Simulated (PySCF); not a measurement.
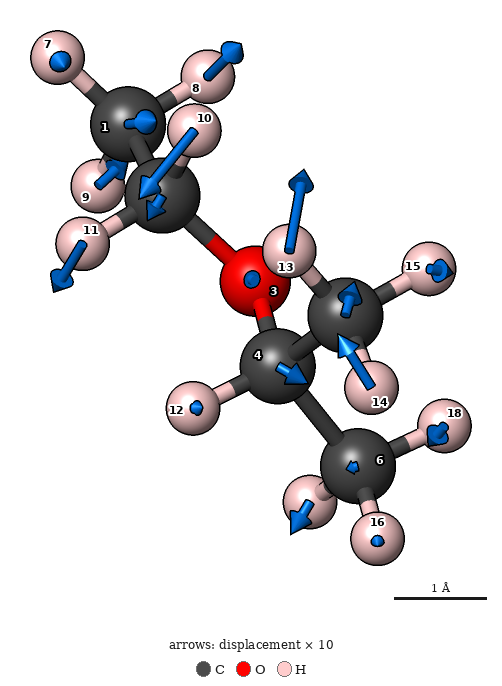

This is a relaxation of C₅H₁₂O. The starting structure is drawn; blue arrows show the displacements, magnified 10 times. The two geometries are superimposed by the best rigid fit.

Style: ball-and-stick. Shown from a free direction.

The start comes from GFN2-xTB. Its atoms were then displaced at random by about 0.01 Å.

Theory: PBE0-D3(BJ)/def2-TZVP geometry optimisation, gas phase (PySCF 2.14.0, density-fitted response routines). 

**What happened in the run?**

The largest move after the best rigid fit is that of an H atom, 0.12 Å. By element the largest moves are H 0.12 Å, C 0.07 Å, O 0.02 Å. Among the contacts that change: C–O 1.370 → 1.414 Å, C–H 1.051 → 1.092 Å, C–C 1.549 → 1.512 Å, C–H 1.074 → 1.092 Å. Among the angles between lasting bonds that change: C–C–C 108.6° → 111.8°, H–C–H 111.4° → 108.6°, O–C–H 111.0° → 108.4°. After 8 geometry steps the energy has fallen by 0.144 eV. Cost: 12 min on 2 threads of Intel(R) Xeon(R) Processor @ 2.50GHz (shared host).
